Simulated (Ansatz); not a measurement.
# ClF$_{2}$HSi: what the fields show

The calculation's input:

```
crystal:
  periodic: [false, false, false]
  atoms:
    - {symbol: Si, position_ang: [0.069090, -0.008485, 0.069838]}
    - {symbol: F, position_ang: [-0.925207, -0.242899, 1.271036]}
    - {symbol: F, position_ang: [0.607421, -1.418151, -0.387865]}
    - {symbol: H, position_ang: [1.186414, 0.831007, 0.507411]}
    - {symbol: Cl, position_ang: [-0.937717, 0.838528, -1.460420]}
basis:
  gaussian: {orbitals: def2-TZVPP}
hamiltonian: {xc: pbe0, dispersion: d4}
output: {orbitals: {seedname: orbitals}}
```

Run with:

```sh
ansatz run in.yaml --threads 2 --pin off --events-out ev --progress --plain --max-ram 4352MiB
```

The product side of a reaction path; geometry: PBE0-D4/def2-TZVP.

Method: Ansatz, RKS PBE0-D4/def2-TZVPP.

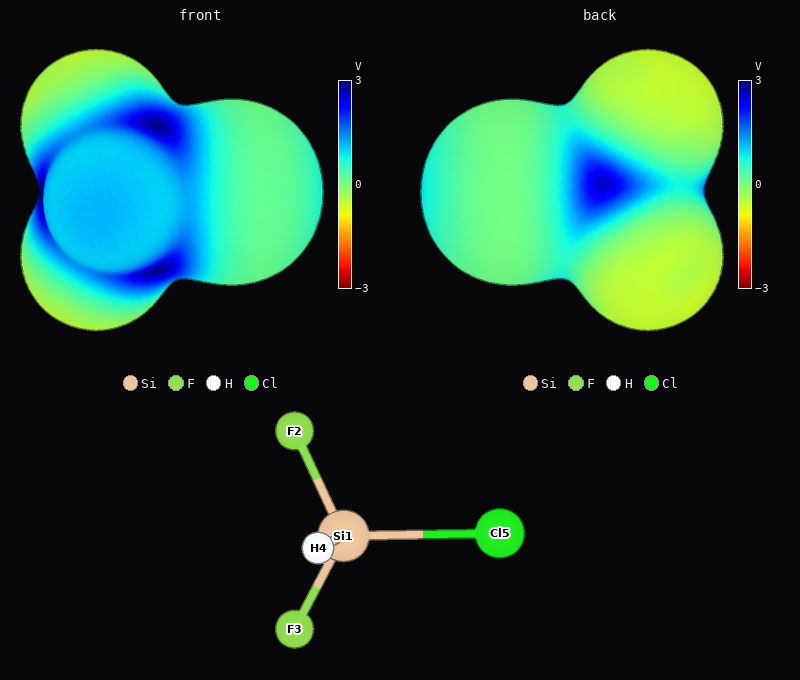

Figure 1. The electrostatic potential painted on the density surface at 0.004 e/bohr³, seen from the front and from behind; red is negative and blue positive. The bare structure is drawn below in the same view.

### Which sites attract a positive test charge, and which a negative one?

A positive charge is drawn to the negative regions and a negative charge to the positive ones. The most negative region (about −0.6 V) lies over F2 and F3, the most positive (about +2.9 V) over Si1. Cl5 shows a σ-hole: about +0.8 V at the tip opposite its bond, against about +0.1 V on its flanks.

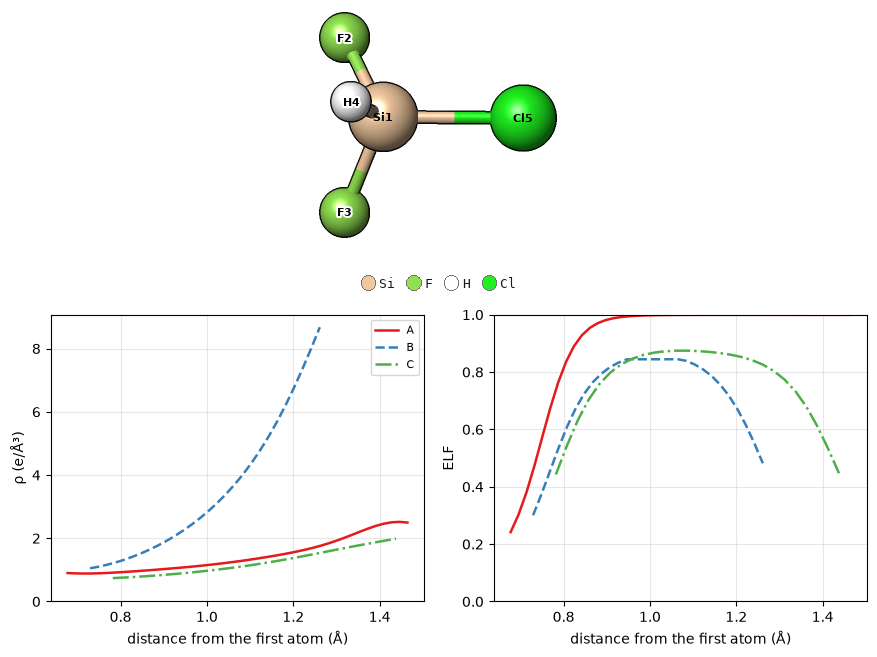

Figure 2. Total electron density and ELF along straight lines between neighbouring atoms. The curves leave out the atomic cores. The structure is drawn too.

### Which curve belongs to which contact (Si–Cl, Si–F and Si–H)? The first atom named is at distance zero.

Curve A: Si–H (1.46 Å): ρ is about 0.89 e/Å³ halfway; the ELF climbs to about 1 towards the hydrogen, as it does in any bond to H. Curve B: Si–F (1.58 Å): ρ at the midpoint is about 1.2 e/Å³; the ELF peaks at about 0.85 in the valence shell of F, 0.6 Å from its nucleus, and is about 0.55 at the midpoint. Curve C: Si–Cl (2.02 Å): ρ is about 0.98 e/Å³ halfway; the ELF peaks at about 0.85 between the atoms; a polar covalent bond.

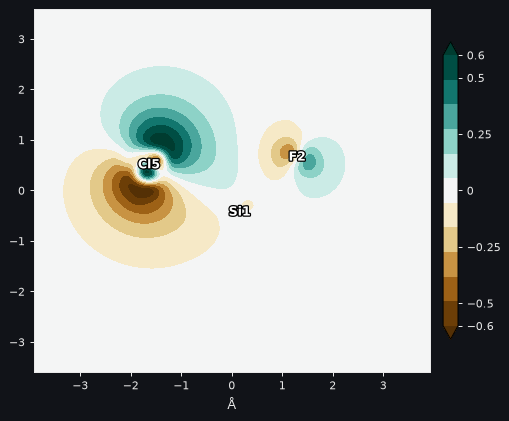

Figure 3. The HOMO−1 on the plane of atoms F2, Si1 and Cl5 (values in Å⁻³ᐟ²; the overall sign is arbitrary).

### Where does this orbital lie, and at what energy?

It lies mainly on Cl5 (about 85 %); largely a lone pair of Cl5. Its energy is −10.12 eV.
